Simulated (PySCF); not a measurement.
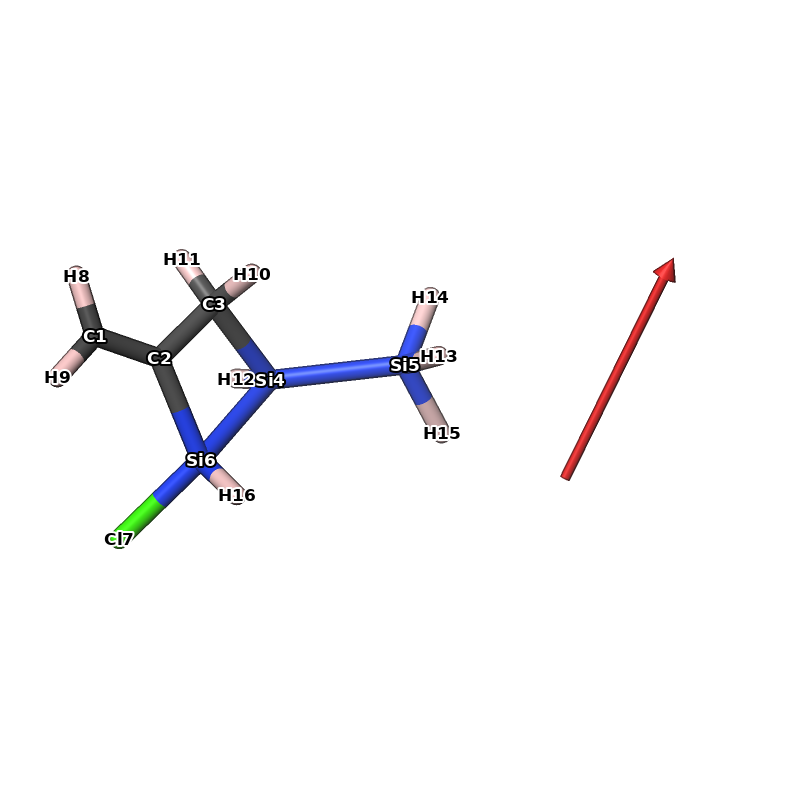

The arrow beside the molecule shows the direction of the dipole moment, from the negative to the positive end (its length means nothing). The geometry was computed by an optimisation with GFN2-xTB. No frequency run is at hand to confirm it as a minimum. Properties computed with ωB97X-D/def2-SVPD, gas phase (PySCF 2.14.0).

Question: How large is the dipole moment?

Answer: 1.74 D; it points from the side of Cl7 to the side of H14 (the outermost atoms at the two ends).

The geometry is semi-empirical. Around Si such bond lengths and angles can be off by a tenth of an ångström or more and by several degrees, and values that hang on the shape move with them.
